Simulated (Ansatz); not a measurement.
Species, as SMILES: [GeH2] (GeH2) (closed-shell singlet).
Geometry (B3LYP-D3(BJ)/def2-TZVP, fixed):
```
Ge
H 1 1.5993
H 1 1.5993 2 90.65
```

Basis-set convergence of the dipole moment at HF with Ansatz (a quantum-chemistry and plane-wave program). Dipoles come from the density behind the forces; the sign is taken along the dipole that this method gives in the largest set. Cartesian d functions, on some or all atoms, in 3-21G, 6-31G, 6-31G*, 6-31G**; all else is spherical. The program fits the integrals of some runs and decomposes those of others, by size. A restricted Hartree-Fock determinant is unstable towards unrestricted orbitals. No added dispersion term, no relativity. Reference: the value in aug-pcseg-3, 0.071 D, itself unsure by roughly 0.005 D (its mean distance from aug-cc-pVQZ, def2-QZVPPD). Deviations are taken from unrounded values.

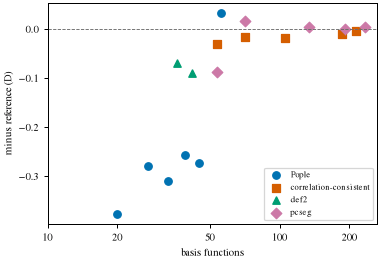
Fig. 1. Deviation from the reference against the number of basis functions, by family of sets.

| basis | functions | dipole moment (D) | minus reference (D) |
|---|---|---|---|
| STO-3G | 20 | -0.307 | -0.378 |
| 3-21G | 27 | -0.209 | -0.280 |
| 6-31G | 33 | -0.238 | -0.309 |
| def2-SV(P) | 36 | 0.002 | -0.068 |
| 6-31G* | 39 | -0.185 | -0.256 |
| def2-SVP | 42 | -0.019 | -0.089 |
| 6-31G** | 45 | -0.202 | -0.273 |
| aug-cc-pVDZ | 54 | 0.040 | -0.030 |
| aug-pcseg-1 | 54 | -0.018 | -0.088 |
| 6-311G** | 56 | 0.103 | 0.033 |
| cc-pVTZ | 71 | 0.054 | -0.016 |
| pcseg-2 | 71 | 0.087 | 0.016 |
| aug-cc-pVTZ | 105 | 0.053 | -0.018 |
| pcseg-3 | 134 | 0.075 | 0.004 |
| aug-cc-pVQZ | 185 | 0.061 | -0.009 |
| aug-pcseg-3 | 191 | 0.071 | 0.000 |
| cc-pV5Z | 214 | 0.066 | -0.005 |
| pcseg-4 | 233 | 0.074 | 0.003 |
